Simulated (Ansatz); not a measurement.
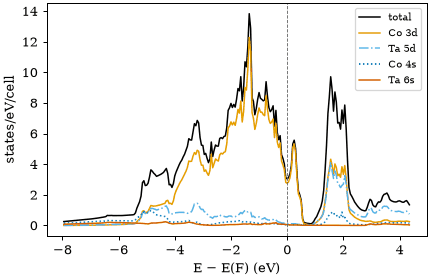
Figure: Total and projected density of states of TaCo3 (Cu3Au type, Pm-3m), DFT-PBEsol in the program Ansatz with PAW potentials

**Question.** Which orbitals carry the states next to the Fermi level?

**Answer.** Within 0.5 eV of the Fermi level: Co 3d 91 %. Projections are on Löwdin-orthogonalised atomic valence shells; empty p or d shells of many metals are not among them.

**Question.** Where is the tallest occupied peak in this window, and what makes it?

**Answer.** Near -1.3 eV, about 14 states/eV per cell; the largest projected share is Co 3d.

The workflow started from an entry of the Crystallography Open Database (COD), which files this formula under 2 space groups. Whether it is the stable phase at ambient conditions was not checked. The cell was relaxed with PBEsol under the symmetry of its start; of distortions, only those at the zone centre were tested. The workflow began spin-polarised and lost its moments. Scalar-relativistic: spin–orbit coupling is off unless named, which matters more the heavier the elements.

Potentials: the later of the program's two PAW sets.
